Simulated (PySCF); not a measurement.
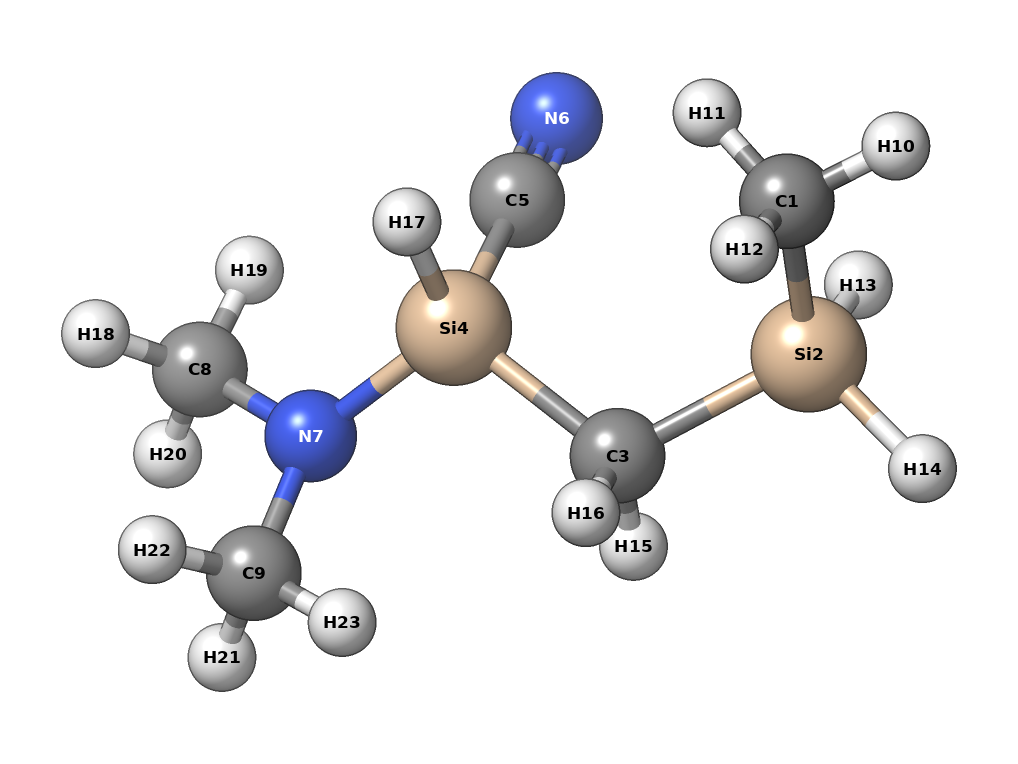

The computed structure is the end point of a GFN2-xTB optimisation. No frequency run is at hand to confirm it as a minimum. Electric field gradients from the ground-state density, PBE0/pcSseg-1 (PySCF 2.14.0), non-relativistic apart from any core potentials.

Give the largest field-gradient component, the quadrupole coupling constant and the asymmetry for 14N at N6 (Q = 20.44 mb), 14N at N7 (Q = 20.44 mb), 2H at H10 (Q = 2.86 mb), 2H at H11 (Q = 2.86 mb), 2H at H12 (Q = 2.86 mb), 2H at H13 (Q = 2.86 mb).

```csv
atom,V_zz (a.u.),e²qQ/h (MHz),η
N6,−1.159,−5.57,0.04
N7,−1.113,−5.35,0.31
H10,0.326,0.219,0.01
H11,0.324,0.218,0.01
H12,0.325,0.218,0.01
H13,0.160,0.107,0.01
```

The geometry is semi-empirical. Around Si such bond lengths and angles can be off by a tenth of an ångström or more and by several degrees, and values that hang on the shape move with them.
